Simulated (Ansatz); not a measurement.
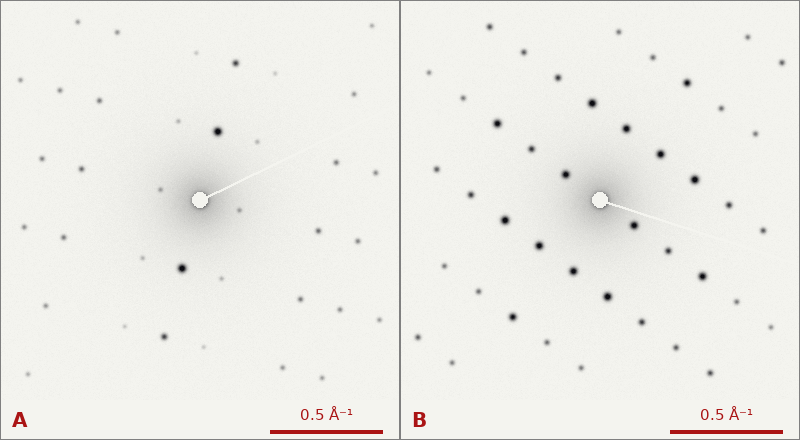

Kinematic electron diffraction patterns (300 kV, B = 0.5 Å², same scale, each along a low-index zone) of two structures of composition LiCa2, each relaxed at zero pressure with DFT PBE, scalar-relativistic, plane waves, PAW (Ansatz).

The structures (standard cells):
1. I4_1/amd (No. 141), a = 6.288 Å, c = 10.903 Å, 12 atoms; generated start, possibly hypothetical
2. P6/mmm (No. 191), a = 6.019 Å, c = 3.532 Å (hexagonal axes), 3 atoms; generated start, possibly hypothetical

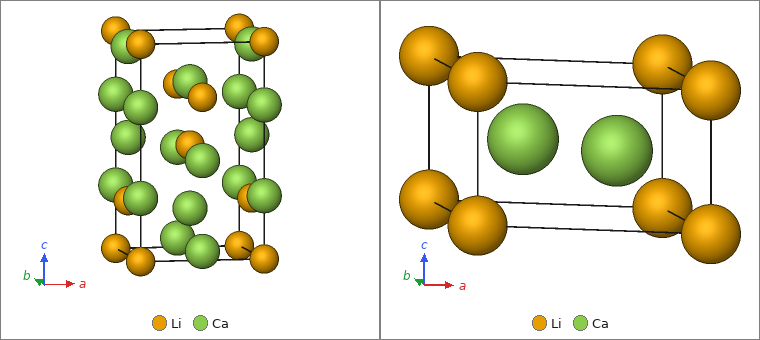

Drawings of the structures 1 to 2, from left to right (each may span several cells).

Question: Which pattern belongs to which structure, and along which zone?

Answer: A is structure 1 along [101] or an equivalent direction: rectangular net of 1 0 -1 (weak) at d = 5.45 Å and 0 2 0 at d = 3.14 Å, 90.0° apart (some points of this net are extinct or too weak to see). B is structure 2 along [101] or an equivalent direction: centred rectangular net of 0 1 0 at d = 5.21 Å and 1 0 -1 at d = 2.92 Å, 73.7° apart.

Question: Rank the structures by their computed energy.

Answer: Structure 1 (I4_1/amd, 35.93 Å³ an atom) is the lowest of these; structure 2 (P6/mmm, 36.94 Å³ an atom) lies about 48 meV an atom higher. These are static energies at 0 K; other structures, not shown, may lie lower still.
